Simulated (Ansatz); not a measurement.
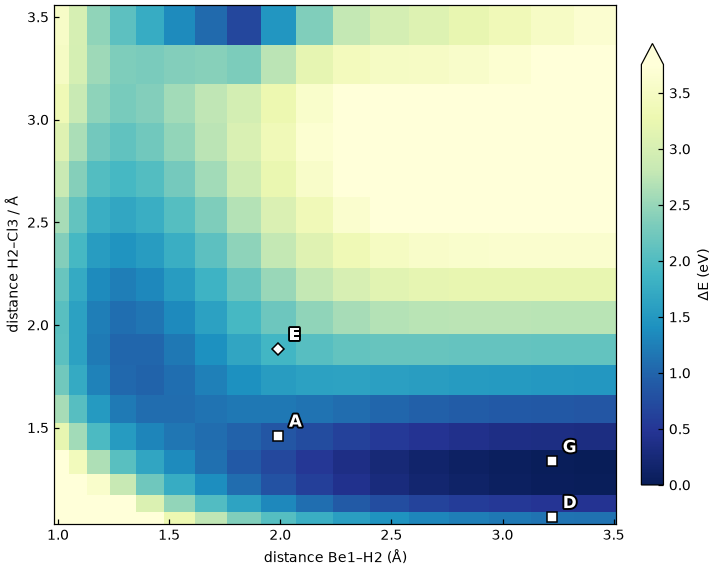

The system Be + HCl. First axis: distance Be1–H2. Second axis: distance H2–Cl3. Nothing is relaxed (the angle Be1–H2–Cl3 is fixed at 90 degrees). Grid: 17 × 17 points. All energies are given in eV relative to the lowest grid point. The restricted reference is unstable at some or all points, so the energies there are unreliable. Level of theory: Ansatz, RHF-CCSD(T), frozen core/def2-TZVPD.

Drawn: one coloured cell a grid point, one colour for all values above the top of the scale, lettered points.

Is E the lowest point of the computed grid?

Answer. No. E lies 1.89 eV above the lowest grid point, which is at distance Be1–H2 = 3.416 Å, distance H2–Cl3 = 1.336 Å.

Rank the lettered points by energy, lowest first.

Answer. G (0.018 eV), A (0.86 eV), D (1.14 eV), E (1.89 eV).

What kind of point is each of A, E: minimum, saddle, maximum or slope?

Answer. A: on a slope; E: on a slope. (In these two coordinates alone; a stationary point may lie a little off the grid point.)
